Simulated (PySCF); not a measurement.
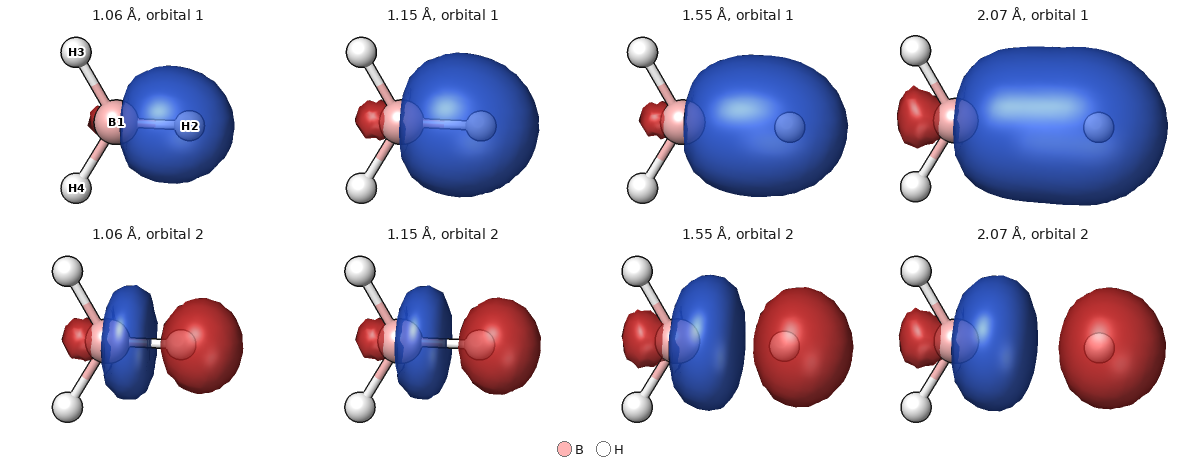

*BH$_{3}$, SMILES `B`. Rigid stretch of the B1–H2 bond. The two CASSCF(2,2) natural orbitals nearest half filling (orbital 1 the more occupied).*

Level of theory: aug-cc-pVDZ basis (PySCF), at a geometry from GFN2-xTB. No frequency check shows the geometry to be a minimum.

Input

```python
import numpy as np
from pyscf import gto, scf, mcscf

mol = gto.M(atom='''
B      0.00000     0.00000     0.00000
H     -0.30093     1.12490     0.00000
H     -0.82373    -0.82307     0.00000
H      1.12466    -0.30184     0.00000
''', basis='aug-cc-pvdz', charge=0, spin=0, verbose=4)
# stretch the bond between atoms 1 and 2, from long to short, fragments rigid
a, b, move = 0, 1, [1]
xyz = mol.atom_coords(unit='Angstrom')
u = xyz[b] - xyz[a]
r0 = np.linalg.norm(u)
rows, last, dm_u = [], None, None
for r in [3.22, 2.53, 2.07, 1.78, 1.55, 1.38, 1.26, 1.15, 1.06]:
    new = xyz.copy()
    new[move] += u / r0 * (r - r0)
    m = mol.set_geom_(new, unit='Angstrom', inplace=False)
    rhf = scf.RHF(m).density_fit(auxbasis='def2-universal-jkfit').run()
    uhf = scf.UHF(m).density_fit(auxbasis='def2-universal-jkfit').newton()
    if dm_u is None:
        c = rhf.mo_coeff
        h = m.nelectron // 2 - 1
        ca, cb = c.copy(), c.copy()
        ca[:, h], cb[:, h] = (c[:, h] + c[:, h + 1]) / 2**.5, (c[:, h] - c[:, h + 1]) / 2**.5
        dm_u = np.array([x[:, :h + 1] @ x[:, :h + 1].T for x in (ca, cb)])
    uhf.kernel(dm0=dm_u)
    for _ in range(3):
        c, _, stable, _ = uhf.stability(return_status=True)
        if stable:
            break
        uhf.kernel(c, uhf.mo_occ)
    dm_u = uhf.make_rdm1()
    mc = mcscf.CASSCF(rhf, 2, 2)
    mc.natorb = True
    mc.fix_spin_(ss=0)
    guess = mcscf.addons.make_natural_orbitals(uhf)[1] if last is None else mcscf.project_init_guess(mc, last.mo_coeff, last.mol)
    mc.kernel(guess)
    last = mc
    act = slice(mc.ncore, mc.ncore + mc.ncas)
    print('r %.3f  RHF %.6f  UHF %.6f  <S^2> %.3f  CASSCF %.6f  occupations' % (r, rhf.e_tot, uhf.e_tot, uhf.spin_square()[0], mc.e_tot), mc.mo_occ[act].round(4))
    rows.append((new, rhf.e_tot, uhf.e_tot, uhf.spin_square()[0], mc.e_tot, mc.mo_occ[act], mc.mo_coeff[:, act], dm_u[0] - dm_u[1], rhf.converged and uhf.converged and mc.converged))
    np.savez('result.npz', **{k: [row[i] for row in rows] for i, k in enumerate('xyz rhf uhf s2 cas occ c spin ok'.split())})
```

Launched as:

```sh
OMP_NUM_THREADS=1 python input.py
```

The run took 13 s on 1 thread of Arm Neoverse V2, with other jobs on the host, peak memory 0.2 GiB.

How do the occupations change along the stretch?

Answer. 1.06 Å: 1.99 and 0.01; 1.15 Å: 1.99 and 0.01; 1.55 Å: 1.96 and 0.04; 2.07 Å: 1.86 and 0.14. At the longest distance computed (3.22 Å) they are 1.35 and 0.65, and the effective number of unpaired electrons is 1.5.

Where does the UHF solution part from RHF?

Answer. Between 1.78 Å (⟨S²⟩ = 0, the two coincide) and 2.07 Å (⟨S²⟩ = 0.39); at 3.22 Å ⟨S²⟩ is 0.97 and UHF lies 2.7 eV below RHF.

How much energy does the stretch cost?

Answer. By CASSCF, 4.0 eV from the lowest point of the scan (1.26 Å) to 3.22 Å; RHF gives 6.4 eV from its own lowest point. The fragments aren't relaxed and dynamic correlation is missing, so this isn't a bond dissociation energy.
